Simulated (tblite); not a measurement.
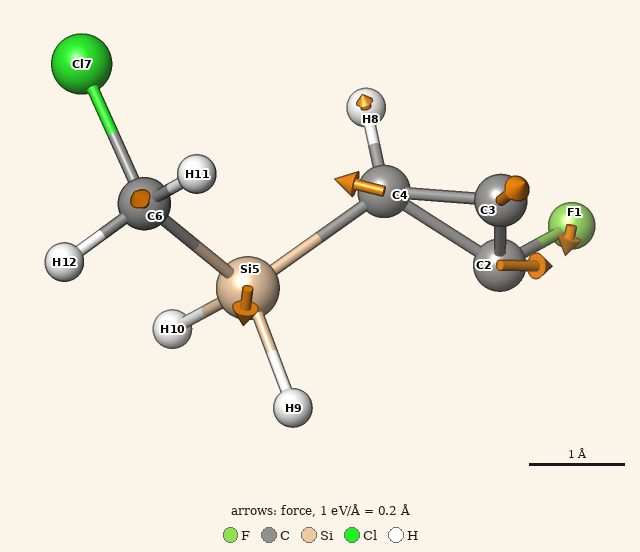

Starting geometry of C$_{4}$H$_{5}$ClFSi (multiplicity 2) with the computed forces as orange arrows. The picture is a ball-and-stick view, seen at a tilt.

The calculation used GFN2-xTB geometry optimisation, gas phase in tblite. 

> Is this structure relaxed? If not, where do the atoms go?

It isn't relaxed: the largest force vector, on C2, is 3.88 eV/Å. The final displacements follow the starting forces only in part (cosine between the two patterns 0.39). Over 54 geometry steps the energy falls by 1.311 eV. The largest move after the best rigid fit is that of F1, 0.74 Å. By element the largest moves are F 0.74 Å, H 0.40 Å, C 0.34 Å, Cl 0.10 Å, Si 0.08 Å. Among the contacts that change: C2–C4 1.494 → 1.592 Å, C3–C4 1.427 → 1.520 Å, Si5–C6 1.844 → 1.914 Å, F1–C2 1.359 → 1.307 Å. Bond angles that change, for instance: F1–C2–C3 119.5° → 160.7°, F1–C2–C4 119.8° → 136.4°, H9–Si5–H10 105.1° → 112.4°. The run took 0.54 s on 1 thread of AMD EPYC 7R43 64-Core Processor, with other jobs on the host.
